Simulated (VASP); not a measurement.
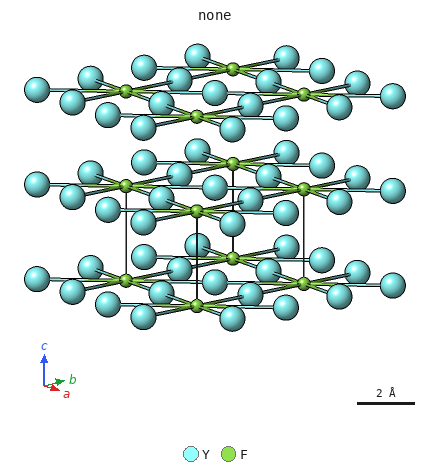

A crystal of Y3F (a generated structure, set up in P6/mmm), relaxed (cell and atoms) with several dispersion corrections. The picture shows the result with none. Style: ball-and-stick. Shown: the cell of the calculation, repeated 1 × 1 × 2 with one cell outlined, slightly off an axis.

Computed with VASP 6.6.1: BLYP, VASP PAW PBE potentials, recommended. Set-up: plane-wave cutoff 600 eV; k-point mesh 4 × 4 × 6; occupations fermi-dirac; smearing width 0.05 eV; no spin polarisation.

```csv
dispersion correction,volume (Å³/atom),a (Å),c (Å)
D4,?,?,?
none,29.775,6.358,3.402
D3(BJ),26.219,6.103,3.251
D3,27.823,6.184,3.360
```

Fill in the missing row.

With D4 the volume falls between D3 (27.823) and none (29.775). The calculation gives 27.870 Å³/atom (a = 6.228 Å, c = 3.318 Å). In order of volume: D3(BJ) < D3 < D4 < none; the spread is 13.6 %.
